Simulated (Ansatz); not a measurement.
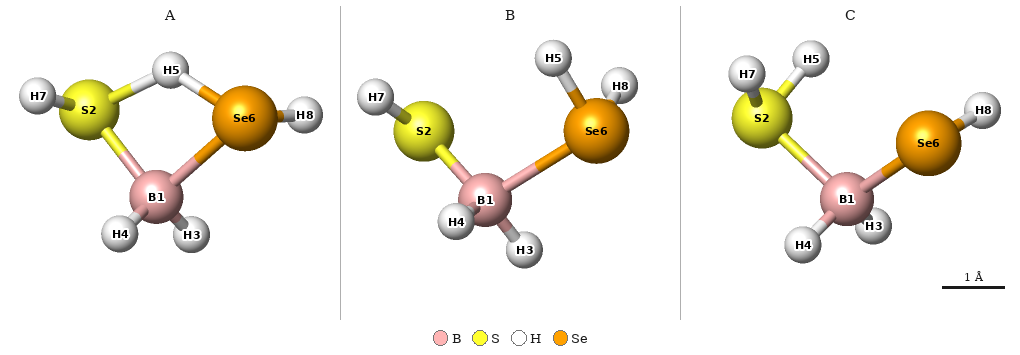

Three geometries of BH5SeS: a saddle point and the two minima that it joins, in shuffled order. Style: ball-and-stick. Shown face on. Sticks join atoms that are closer than about 1.2 times the sum of their covalent radii (a little more with hydrogen).

Stationary points at PBE0-D4/def2-TZVP, single-point energies with CAM-B3LYP-D4, SPW92 (LDA), r2SCAN0-D4, wB97X-V, PBE0-D4, CCSD(T) (def2-TZVPP where no basis is named; Ansatz 0.2.0). The energies are electronic, without zero-point or thermal terms, and both ends are the minima reached downhill from the saddle, with any fragments still in contact.

**Which frame is the transition state, what reaction does it lead through, and what barrier is to be expected?**

Frame A is the saddle point. From B over the saddle to C, a bond forms: S2–H5 (3.45 → 1.71 → 1.35 Å). A bond breaks: H5–Se6 (1.47 → 1.72 → 3.37 Å). Bonds that stay but change much: B1–Se6 (2.29 → 2.16 → 2.01 Å). The saddle has one imaginary mode, 844i cm⁻¹. With CAM-B3LYP-D4 the barrier is 15.3 kcal/mol from B and 16.6 kcal/mol from C, and C lies 1.2 kcal/mol below B.

```csv
level,barrier from B (kcal/mol),barrier from C (kcal/mol),C less B (kcal/mol)
CAM-B3LYP-D4,15.3,16.6,−1.2
SPW92 (LDA),4.2,6.5,−2.3
r2SCAN0-D4,12.5,14.2,−1.7
wB97X-V,15.8,17.3,−1.5
PBE0-D4,11.0,12.7,−1.6
CCSD(T),14.9,15.9,−1.0
```
